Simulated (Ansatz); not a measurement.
# HBr with C₂H₄: superposition error and deformation

Aim: split the binding of a pair into the counterpoise interaction, the basis-set superposition error and the cost of deforming the fragments.

Method: PBE0-D4 structures, single points in def2-TZVPPD; program: Ansatz 0.2.0, Gaussian basis.

Levels: PBE-D4, revPBE-D4, BLYP-D4, r2SCAN-D4, B97M-V, PBE0-D4, B3LYP-D4, HSE06-D4, wB97X-V, wB97M-V, B2PLYP, Hartree-Fock, MP2, CCSD, CCSD(T).

Correlated methods freeze the cores. Filled d shells of the heavier atoms are correlated. B3LYP uses VWN-RPA correlation. B2PLYP carries no dispersion term here.

129 further runs of the same task are left out: 129 set aside as unsound or not needed. Runs told in other sessions of the task aren't counted.

## Step 1: The starting structure

The relaxed pair: 8 atoms, charge 0, spin multiplicity 1.

Atoms are counted from 1 here; the program's logs count them from 0.

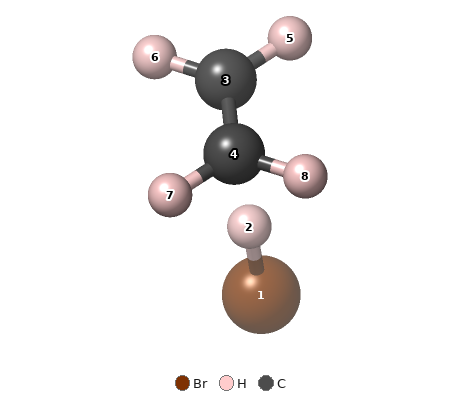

Start geometry, drawn with bromine brown, hydrogen pink, carbon dark grey; atoms are numbered from 1 in the order of the file.

Geometry (Å):

```mol
C2H5Br
  3D, bonds by distance, orders not assigned

  8  6  0  0  0  0  0  0  0  0999 V2000
   -0.0067    0.2077   -2.9887 Br  0  0
   -0.0027    0.1088   -1.5575 H   0  0
    0.4063    0.4713    0.7931 C   0  0
   -0.4032   -0.5766    0.7193 C   0  0
    1.4851    0.3584    0.7868 H   0  0
    0.0220    1.4829    0.8672 H   0  0
   -1.4820   -0.4640    0.7301 H   0  0
   -0.0189   -1.5886    0.6497 H   0  0
  1  2  8  0
  3  4  8  0
  3  5  8  0
  3  6  8  0
  4  7  8  0
  4  8  8  0
M  END
```

Atoms 1 to 2 are fragment A (HBr), the rest fragment B (C₂H₄). From earlier runs, pair energy (eV) and counterpoise interaction (kcal/mol):

| method | E(pair) | interaction |
| --- | --- | --- |
| PBE-D4 | -72188.53099 | -3.61 |
| revPBE-D4 | -72195.85483 | -3.12 |
| BLYP-D4 | -72201.90103 | -2.89 |
| r2SCAN-D4 | -72200.25686 | -3.31 |
| B97M-V | -72189.56781 | -2.76 |
| PBE0-D4 | -72191.28200 | -3.42 |
| B3LYP-D4 | -72203.35654 | -2.96 |
| HSE06-D4 | -72191.25452 | -3.44 |
| wB97X-V | -72194.98020 | -2.62 |
| wB97M-V | -72196.76671 | -2.62 |
| B2PLYP | -72189.62946 | -1.94 |
| Hartree-Fock | -72139.24961 | 0.14 |
| MP2 | -72156.42046 | -2.95 |
| CCSD(T) | -72157.97861 | -2.15 |

First each fragment is run alone in its own basis, frozen in the shape it has in the pair (a, b).

## Step 2: PBE-D4/def2-TZVPPD

a/in.yaml

```yaml
crystal:
  periodic: [false, false, false]
  atoms:
    - {symbol: Br, position_ang: [-0.006718, 0.207656, -2.988680]}
    - {symbol: H, position_ang: [-0.002677, 0.108831, -1.557491]}
basis:
  gaussian: {orbitals: "def2-TZVPPD.json"}
hamiltonian: {xc: pbe, dispersion: d4}
```

b/in.yaml

```yaml
crystal:
  periodic: [false, false, false]
  atoms:
    - {symbol: C, position_ang: [0.406298, 0.471281, 0.793088]}
    - {symbol: C, position_ang: [-0.403164, -0.576584, 0.719286]}
    - {symbol: H, position_ang: [1.485117, 0.358365, 0.786849]}
    - {symbol: H, position_ang: [0.022009, 1.482948, 0.867188]}
    - {symbol: H, position_ang: [-1.481979, -0.464027, 0.730075]}
    - {symbol: H, position_ang: [-0.018884, -1.588568, 0.649686]}
basis:
  gaussian: {orbitals: "def2-TZVPPD.json"}
hamiltonian: {xc: pbe, dispersion: d4}
```

The basis file named in the input lies beside it (Basis Set Exchange, JSON).

One command serves all of them, each in its own folder.

Run with:

```console
> ansatz run in.yaml --threads 4 --pin off --events-out ev --progress --plain --max-ram 9574MiB
```

Log of a:

```text
Functional definition: PBE
  name "PBE"
  cite "Perdew, Burke & Ernzerhof, Phys. Rev. Lett. 77, 3865 (1996) doi:10.1103/PhysRevLett.77.3865"
  parent pbe
  parameter kappa = 0.804
  parameter beta = 0.06672455060314922
  exchange = pbe_x(kappa = kappa, mu = beta*pi^2/3)
  correlation = pbe_c(beta = beta)
479 factors; their error is unknown
mean field evaluation 1: about -70051.9792 eV, gradient 1.0e1 eV
mean field evaluation 2: about -70052.0603 eV, gradient 6.4e0 eV
mean field evaluation 4: about -70052.1697 eV, gradient 1.9e-1 eV
mean field evaluation 8: about -70052.1642 eV, gradient 1.7e-1 eV
mean field -70052.16424056 eV, -2574.3695527784 hartree, gradient 3.6e-5 eV, S^2 0.000000; 0 other end points of the search recorded, 0 dependent functions left out
reference -70052.16428406 eV, -2574.3695543767 hartree; 18, 18 occupied and 56, 56 virtual orbitals, 479 factors
Total energy: -70052.17107456 eV, -2574.3698039229 hartree
```

Output in b (excerpt; [...] marks lines left out):

```text
[... 4 set-up lines as earlier in the session ...]
[...]
584 factors; their error is unknown
[...]
mean field -2136.14449504 eV, -78.5018622621 hartree, gradient 1.4e-5 eV, S^2 0.000000; 0 other end points of the search recorded, 0 dependent functions left out
reference -2136.14452741 eV, -78.5018634514 hartree; 8, 8 occupied and 134, 134 virtual orbitals, 584 factors
Total energy: -2136.19643736 eV, -78.5037711071 hartree
```

Wall times: 0.15 s (a), 0.3 s (b) on 4 threads of Intel Xeon 6975P-C, shared host.

## Step 3: r2SCAN-D4/def2-TZVPPD

The same edit goes into each in.yaml of step 2 (a, b):

```diff
-hamiltonian: {xc: pbe, dispersion: d4}
+hamiltonian: {xc: r2scan, dispersion: d4}
```

The same command starts each run, in its folder.

Run with:

```console
> ansatz run in.yaml --threads 4 --pin off --events-out ev --progress --plain --max-ram 9574MiB
```

Output in a (excerpt; [...] marks lines left out):

```text
Functional definition: r2SCAN
  name "r2SCAN"
  cite "Furness, Kaplan, Ning, Perdew & Sun, J. Phys. Chem. Lett. 11, 8208 (2020) doi:10.1021/acs.jpclett.0c02405"
  cite "Furness, Kaplan, Ning, Perdew & Sun, J. Phys. Chem. Lett. 11, 9248 (2020) doi:10.1021/acs.jpclett.0c03077"
  parent r2scan
[...]
479 factors; their error is unknown
[...]
mean field -70062.29832038 eV, -2574.7419733426 hartree, gradient 1.6e-5 eV, S^2 0.000000; 0 other end points of the search recorded, 0 dependent functions left out
reference -70062.29833187 eV, -2574.7419737647 hartree; 18, 18 occupied and 56, 56 virtual orbitals, 479 factors
Total energy: -70062.29979229 eV, -2574.7420274342 hartree
```

b printed (excerpt; [...] marks lines left out):

```text
[... 5 set-up lines as earlier in the session ...]
[...]
584 factors; their error is unknown
[...]
mean field -2137.79595937 eV, -78.5625524567 hartree, gradient 2.5e-5 eV, S^2 0.000000; 0 other end points of the search recorded, 0 dependent functions left out
reference -2137.79596800 eV, -78.5625527740 hartree; 8, 8 occupied and 134, 134 virtual orbitals, 584 factors
Total energy: -2137.80809971 eV, -78.5629986060 hartree
```

Wall times: 0.3 s (a), 0.5 s (b) on 4 threads of Intel Xeon 6975P-C, shared host.

## Step 4: PBE0-D4/def2-TZVPPD

Each input of step 3 (a, b) changes in the same lines:

```diff
-hamiltonian: {xc: r2scan, dispersion: d4}
+hamiltonian: {xc: pbe0, dispersion: d4}
+output: {orbitals: {seedname: orbitals}}
```

One command serves all of them, each in its own folder.

Run with:

```console
> ansatz run in.yaml --threads 4 --pin off --events-out ev --progress --plain --max-ram 9574MiB
```

Output in a (excerpt; [...] marks lines left out):

```text
Functional definition: PBE0
  name "PBE0"
  cite "Adamo & Barone, J. Chem. Phys. 110, 6158 (1999) doi:10.1063/1.478522"
[... 2 set-up lines as earlier in the session ...]
[...]
531 factors; their error is unknown
[...]
mean field -70054.61341196 eV, -2574.4595581669 hartree, gradient 7.2e-5 eV, S^2 0.000000; 0 other end points of the search recorded, 0 dependent functions left out
reference -70054.61344069 eV, -2574.4595592228 hartree; 18, 18 occupied and 56, 56 virtual orbitals, 531 factors
Total energy: -70054.61896466 eV, -2574.4597622250 hartree
```

Log of b (excerpt; [...] marks lines left out):

```text
[... 5 set-up lines as earlier in the session ...]
[...]
584 factors; their error is unknown
[...]
mean field -2136.46612306 eV, -78.5136818737 hartree, gradient 1.1e-5 eV, S^2 0.000000; 0 other end points of the search recorded, 0 dependent functions left out
reference -2136.46614493 eV, -78.5136826776 hartree; 8, 8 occupied and 134, 134 virtual orbitals, 584 factors
Total energy: -2136.50832416 eV, -78.5152327356 hartree
```

They took 0.2 s (a), 0.3 s (b) on 4 threads of Intel Xeon 6975P-C, shared host.

## Step 5: B3LYP-D4/def2-TZVPPD

The same edit goes into each in.yaml of step 4 (a, b):

```diff
-hamiltonian: {xc: pbe0, dispersion: d4}
-output: {orbitals: {seedname: orbitals}}
+hamiltonian: {xc: {name: B3LYP}, dispersion: d4}
```

The same command starts each run, in its folder.

Run with:

```console
> ansatz run in.yaml --threads 4 --pin off --events-out ev --progress --plain --max-ram 9574MiB
```

Log of a (excerpt; [...] marks lines left out):

```text
Functional definition: B3LYP
  name "B3LYP"
  cite "Stephens, Devlin, Chabalowski & Frisch, J. Phys. Chem. 98, 11623 (1994) doi:10.1021/j100096a001"
  cite "Becke, Phys. Rev. A 38, 3098 (1988) doi:10.1103/PhysRevA.38.3098"
  cite "Lee, Yang & Parr, Phys. Rev. B 37, 785 (1988) doi:10.1103/PhysRevB.37.785"
  cite "Vosko, Wilk & Nusair, Can. J. Phys. 58, 1200 (1980) doi:10.1139/p80-159"
[...]
515 factors; their error is unknown
[...]
mean field -70063.61854642 eV, -2574.7904907545 hartree, gradient 5.4e-6 eV, S^2 0.000000; 0 other end points of the search recorded, 0 dependent functions left out
reference -70063.61873530 eV, -2574.7904976960 hartree; 18, 18 occupied and 56, 56 virtual orbitals, 515 factors
Total energy: -70063.62987782 eV, -2574.7909071758 hartree
```

Output in b (excerpt; [...] marks lines left out):

```text
[... 6 set-up lines as earlier in the session ...]
[...]
584 factors; their error is unknown
[...]
mean field -2139.50856277 eV, -78.6254894710 hartree, gradient 1.1e-5 eV, S^2 0.000000; 0 other end points of the search recorded, 0 dependent functions left out
reference -2139.50876393 eV, -78.6254968632 hartree; 8, 8 occupied and 134, 134 virtual orbitals, 584 factors
Total energy: -2139.59217815 eV, -78.6285622793 hartree
```

Wall times: 0.2 s (a), 0.35 s (b) on 4 threads of Intel Xeon 6975P-C, shared host.

## Step 6: wB97X-V/def2-TZVPPD

The same edit goes into each in.yaml of step 5 (a, b):

```diff
-hamiltonian: {xc: {name: B3LYP}, dispersion: d4}
+hamiltonian: {xc: {name: wB97X-V}}
```

One command serves all of them, each in its own folder.

Run with:

```console
> ansatz run in.yaml --threads 4 --pin off --events-out ev --progress --plain --max-ram 9574MiB
```

a printed (excerpt; [...] marks lines left out):

```text
Functional definition: wB97X-V
  name "wB97X-V"
  cite "Mardirossian & Head-Gordon, Phys. Chem. Chem. Phys. 16, 9904 (2014) doi:10.1039/C3CP54374A"
  cite "Becke, J. Chem. Phys. 107, 8554 (1997) doi:10.1063/1.475007"
  cite "Vydrov & Van Voorhis, J. Chem. Phys. 133, 244103 (2010) doi:10.1063/1.3521275"
[...]
      + integral(e_c_pw_opposite_spin*poly(b97_u_opposite, cos0, cos1)) + vv10(b, c)
515 factors; their error is unknown
102 factors; integrals over basis functions are off by at most 6.0e-5 eV
[...]
mean field -70056.31444949 eV, -2574.5220701432 hartree, gradient 1.7e-5 eV, S^2 0.000000; 0 other end points of the search recorded, 0 dependent functions left out
reference -70056.31444769 eV, -2574.5220700770 hartree; 18, 18 occupied and 56, 56 virtual orbitals, 515 factors
Total energy: -70056.31444769 eV, -2574.5220700770 hartree
```

b printed (excerpt; [...] marks lines left out):

```text
[... 5 set-up lines as earlier in the session ...]
[...]
      + integral(e_c_pw_opposite_spin*poly(b97_u_opposite, cos0, cos1)) + vv10(b, c)
584 factors; their error is unknown
198 factors; integrals over basis functions are off by at most 2.3e-5 eV
[...]
mean field -2138.54600631 eV, -78.5901161733 hartree, gradient 2.9e-5 eV, S^2 0.000000; 0 other end points of the search recorded, 0 dependent functions left out
reference -2138.54600483 eV, -78.5901161191 hartree; 8, 8 occupied and 134, 134 virtual orbitals, 584 factors
Total energy: -2138.54600483 eV, -78.5901161191 hartree
```

Wall times: 0.35 s (a), 0.75 s (b) on 4 threads of Intel Xeon 6975P-C, shared host.

## Step 7: wB97M-V/def2-TZVPPD

The same edit goes into each in.yaml of step 6 (a, b):

```diff
-hamiltonian: {xc: {name: wB97X-V}}
+hamiltonian: {xc: {name: wB97M-V}}
```

Each run has its own folder and the same command.

Run with:

```console
> ansatz run in.yaml --threads 4 --pin off --events-out ev --progress --plain --max-ram 9574MiB
```

Log of a (excerpt; [...] marks lines left out):

```text
Functional definition: wB97M-V
  name "wB97M-V"
  cite "Mardirossian & Head-Gordon, J. Chem. Phys. 144, 214110 (2016) doi:10.1063/1.4952647"
[... 2 set-up lines as earlier in the session ...]
  # Of w^i u^j: cxij and so on, Table III.
[...]
  gx(w, u) = 1 - cx + cx01*u + cx10*w
[...]
      + integral(e_c_pw_mod_opposite_spin*gos(b97_w_opposite, b97_u_opposite)) + vv10(b, c)
508 factors; their error is unknown
102 factors; integrals over basis functions are off by at most 6.0e-5 eV
[...]
mean field -70058.69672074 eV, -2574.6096169969 hartree, gradient 1.6e-5 eV, S^2 0.000000; 0 other end points of the search recorded, 0 dependent functions left out
reference -70058.69677050 eV, -2574.6096188257 hartree; 18, 18 occupied and 56, 56 virtual orbitals, 508 factors
Total energy: -70058.69677050 eV, -2574.6096188257 hartree
```

b printed (excerpt; [...] marks lines left out):

```text
[... 5 set-up lines as earlier in the session ...]
  # Of w^i u^j: cxij and so on, Table III.
[...]
  gx(w, u) = 1 - cx + cx01*u + cx10*w
[...]
      + integral(e_c_pw_mod_opposite_spin*gos(b97_w_opposite, b97_u_opposite)) + vv10(b, c)
584 factors; their error is unknown
198 factors; integrals over basis functions are off by at most 2.3e-5 eV
[...]
mean field -2137.94999886 eV, -78.5682133034 hartree, gradient 1.8e-5 eV, S^2 0.000000; 0 other end points of the search recorded, 0 dependent functions left out
reference -2137.95003756 eV, -78.5682147256 hartree; 8, 8 occupied and 134, 134 virtual orbitals, 584 factors
Total energy: -2137.95003756 eV, -78.5682147256 hartree
```

Wall times: 0.45 s (a), 0.75 s (b) on 4 threads of Intel Xeon 6975P-C, shared host.

## Step 8: B2PLYP/def2-TZVPPD

Each input of step 7 (a, b) changes in the same lines:

```diff
-hamiltonian: {xc: {name: wB97M-V}}
+hamiltonian: {xc: {name: B2PLYP}}
```

The same command starts each run, in its folder.

Run with:

```console
> ansatz run in.yaml --threads 4 --pin off --events-out ev --progress --plain --max-ram 9574MiB
```

Log of a (excerpt; [...] marks lines left out):

```text
Functional definition: B2PLYP
  name "B2PLYP"
  cite "Grimme, J. Chem. Phys. 124, 034108 (2006) doi:10.1063/1.2148954"
[... 2 set-up lines as earlier in the session ...]
[...]
448 factors; integrals over basis functions are off by at most 1.6e-3 eV
[...]
mean field -70049.79883675 eV, -2574.2826257915 hartree, gradient 2.1e-6 eV, S^2 0.000000; 0 other end points of the search recorded, 0 dependent functions left out
9 core orbitals not correlated: weight in the atoms' cores, before any rotation towards them, 1.000 or more for the frozen orbitals, at most 0.000 for the correlated occupied ones
reference -70049.79895220 eV, -2574.2826300343 hartree; 9, 9 occupied and 56, 56 virtual orbitals, 448 factors
second order -9.30182094 eV of doubles, -0.00000000 eV of singles
Total energy: -70052.31044386 eV, -2574.3749256503 hartree
```

Log of b (excerpt; [...] marks lines left out):

```text
[... 5 set-up lines as earlier in the session ...]
[...]
807 factors; integrals over basis functions are off by at most 9.5e-4 eV
[...]
mean field -2134.22078245 eV, -78.4311671284 hartree, gradient 5.2e-6 eV, S^2 0.000000; 0 other end points of the search recorded, 0 dependent functions left out
2 core orbitals not correlated: weight in the atoms' cores, before any rotation towards them, 1.000 or more for the frozen orbitals, at most 0.000 for the correlated occupied ones
reference -2134.22090198 eV, -78.4311715208 hartree; 6, 6 occupied and 134, 134 virtual orbitals, 807 factors
second order -11.10522620 eV of doubles, -0.00000000 eV of singles
Total energy: -2137.21931305 eV, -78.5413610954 hartree
```

Wall times: 0.3 s (a), 0.55 s (b) on 4 threads of Intel Xeon 6975P-C, shared host.

## Step 9: BLYP-D4/def2-TZVPPD

The same edit goes into each in.yaml of step 8 (a, b):

```diff
-hamiltonian: {xc: {name: B2PLYP}}
+hamiltonian: {xc: {name: BLYP}, dispersion: d4}
```

Each run has its own folder and the same command.

Run with:

```console
> ansatz run in.yaml --threads 4 --pin off --events-out ev --progress --plain --max-ram 9574MiB
```

Output in a (excerpt; [...] marks lines left out):

```text
Functional definition: BLYP
  name "BLYP"
[... 2 set-up lines as earlier in the session ...]
[...]
479 factors; their error is unknown
[...]
mean field -70063.42688296 eV, -2574.7834472523 hartree, gradient 2.0e-5 eV, S^2 0.000000; 0 other end points of the search recorded, 0 dependent functions left out
reference -70063.42714290 eV, -2574.7834568049 hartree; 18, 18 occupied and 56, 56 virtual orbitals, 479 factors
Total energy: -70063.44312742 eV, -2574.7840442254 hartree
```

Output in b (excerpt; [...] marks lines left out):

```text
[... 4 set-up lines as earlier in the session ...]
[...]
584 factors; their error is unknown
[...]
mean field -2138.20308534 eV, -78.5775140601 hartree, gradient 2.3e-5 eV, S^2 0.000000; 0 other end points of the search recorded, 0 dependent functions left out
reference -2138.20337273 eV, -78.5775246216 hartree; 8, 8 occupied and 134, 134 virtual orbitals, 584 factors
Total energy: -2138.32570644 eV, -78.5820203023 hartree
```

Wall times: 0.2 s (a), 0.3 s (b) on 4 threads of Intel Xeon 6975P-C, shared host.

## Step 10: revPBE-D4/def2-TZVPPD

The same edit goes into each in.yaml of step 9 (a, b):

```diff
-hamiltonian: {xc: {name: BLYP}, dispersion: d4}
+hamiltonian: {xc: {name: revPBE}, dispersion: d4}
```

The same command starts each run, in its folder.

Run with:

```console
> ansatz run in.yaml --threads 4 --pin off --events-out ev --progress --plain --max-ram 9574MiB
```

Output in a (excerpt; [...] marks lines left out):

```text
Functional definition: revPBE
  name "revPBE"
  cite "Zhang & Yang, Phys. Rev. Lett. 80, 890 (1998) doi:10.1103/PhysRevLett.80.890"
[... 1 set-up line as earlier in the session ...]
[...]
479 factors; their error is unknown
[...]
mean field -70056.79762045 eV, -2574.5398263486 hartree, gradient 3.9e-5 eV, S^2 0.000000; 0 other end points of the search recorded, 0 dependent functions left out
reference -70056.79767754 eV, -2574.5398284465 hartree; 18, 18 occupied and 56, 56 virtual orbitals, 479 factors
Total energy: -70056.82283629 eV, -2574.5407530135 hartree
```

b printed (excerpt; [...] marks lines left out):

```text
[... 4 set-up lines as earlier in the session ...]
[...]
584 factors; their error is unknown
[...]
mean field -2138.67736829 eV, -78.5949436370 hartree, gradient 1.6e-5 eV, S^2 0.000000; 0 other end points of the search recorded, 0 dependent functions left out
reference -2138.67740969 eV, -78.5949451584 hartree; 8, 8 occupied and 134, 134 virtual orbitals, 584 factors
Total energy: -2138.88867786 eV, -78.6027091205 hartree
```

Wall times: 0.15 s (a), 0.3 s (b) on 4 threads of Intel Xeon 6975P-C, shared host.

## Step 11: B97M-V/def2-TZVPPD

The same edit goes into each in.yaml of step 10 (a, b):

```diff
-hamiltonian: {xc: {name: revPBE}, dispersion: d4}
+hamiltonian: {xc: {name: B97M-V}}
```

The same command starts each run, in its folder.

Run with:

```console
> ansatz run in.yaml --threads 4 --pin off --events-out ev --progress --plain --max-ram 9574MiB
```

Log of a (excerpt; [...] marks lines left out):

```text
Functional definition: B97M-V
  name "B97M-V"
  cite "Mardirossian & Head-Gordon, J. Chem. Phys. 142, 074111 (2015) doi:10.1063/1.4907719"
[... 2 set-up lines as earlier in the session ...]
  # Of w^i u^j: cxij and so on, Table III.
[...]
  gx(w, u) = cx00 + cx01*u + cx02*u^2 + (cx10 + cx11*u)*w
[...]
  gos(w, u) = cos00 + cos01*u + cos03*u^3 + cos10*w + cos32*w^3*u^2
[...]
      + integral(e_c_pw_mod_opposite_spin*gos(b97_w_opposite, b97_u_opposite)) + vv10(b, c)
479 factors; their error is unknown
[...]
mean field -70050.15387581 eV, -2574.2956732364 hartree, gradient 8.4e-6 eV, S^2 0.000000; 0 other end points of the search recorded, 0 dependent functions left out
reference -70050.15393977 eV, -2574.2956755867 hartree; 18, 18 occupied and 56, 56 virtual orbitals, 479 factors
Total energy: -70050.15393977 eV, -2574.2956755867 hartree
```

Output in b (excerpt; [...] marks lines left out):

```text
[... 5 set-up lines as earlier in the session ...]
  # Of w^i u^j: cxij and so on, Table III.
[...]
  gx(w, u) = cx00 + cx01*u + cx02*u^2 + (cx10 + cx11*u)*w
[...]
  gos(w, u) = cos00 + cos01*u + cos03*u^3 + cos10*w + cos32*w^3*u^2
[...]
      + integral(e_c_pw_mod_opposite_spin*gos(b97_w_opposite, b97_u_opposite)) + vv10(b, c)
584 factors; their error is unknown
[...]
mean field -2139.28477267 eV, -78.6172653364 hartree, gradient 7.5e-5 eV, S^2 0.000000; 0 other end points of the search recorded, 0 dependent functions left out
reference -2139.28481706 eV, -78.6172669677 hartree; 8, 8 occupied and 134, 134 virtual orbitals, 584 factors
Total energy: -2139.28481706 eV, -78.6172669677 hartree
```

They took 0.45 s (a), 0.85 s (b) on 4 threads of Intel Xeon 6975P-C, shared host.

## Step 12: HSE06-D4/def2-TZVPPD

The same edit goes into each in.yaml of step 11 (a, b):

```diff
-hamiltonian: {xc: {name: B97M-V}}
+hamiltonian: {xc: hse06, dispersion: d4}
```

One command serves all of them, each in its own folder.

Run with:

```console
> ansatz run in.yaml --threads 4 --pin off --events-out ev --progress --plain --max-ram 9574MiB
```

Output in a (excerpt; [...] marks lines left out):

```text
Functional definition: HSE06
  name "HSE06"
  cite "Heyd, Scuseria & Ernzerhof, J. Chem. Phys. 118, 8207 (2003) doi:10.1063/1.1564060"
  cite "Krukau, Vydrov, Izmaylov & Scuseria, J. Chem. Phys. 125, 224106 (2006) doi:10.1063/1.2404663"
  cite "Heyd & Scuseria, J. Chem. Phys. 120, 7274 (2004) doi:10.1063/1.1668634"
  cite "Ernzerhof & Perdew, J. Chem. Phys. 109, 3313 (1998) doi:10.1063/1.476928"
[...]
531 factors; their error is unknown
36 factors; integrals over basis functions are off by at most 9.8e-5 eV
[...]
mean field -70054.72796300 eV, -2574.4637678401 hartree, gradient 1.7e-5 eV, S^2 0.000000; 0 other end points of the search recorded, 0 dependent functions left out
reference -70054.72800089 eV, -2574.4637692325 hartree; 18, 18 occupied and 56, 56 virtual orbitals, 531 factors
Total energy: -70054.73307958 eV, -2574.4639558709 hartree
```

Log of b (excerpt; [...] marks lines left out):

```text
[... 6 set-up lines as earlier in the session ...]
[...]
584 factors; their error is unknown
70 factors; integrals over basis functions are off by at most 3.5e-6 eV
[...]
mean field -2136.32768013 eV, -78.5085941900 hartree, gradient 7.7e-6 eV, S^2 0.000000; 0 other end points of the search recorded, 0 dependent functions left out
reference -2136.32770900 eV, -78.5085952507 hartree; 8, 8 occupied and 134, 134 virtual orbitals, 584 factors
Total energy: -2136.36610685 eV, -78.5100063459 hartree
```

They took 0.25 s (a), 0.35 s (b) on 4 threads of Intel Xeon 6975P-C, shared host.

(Part 1 of 3 ends here.)
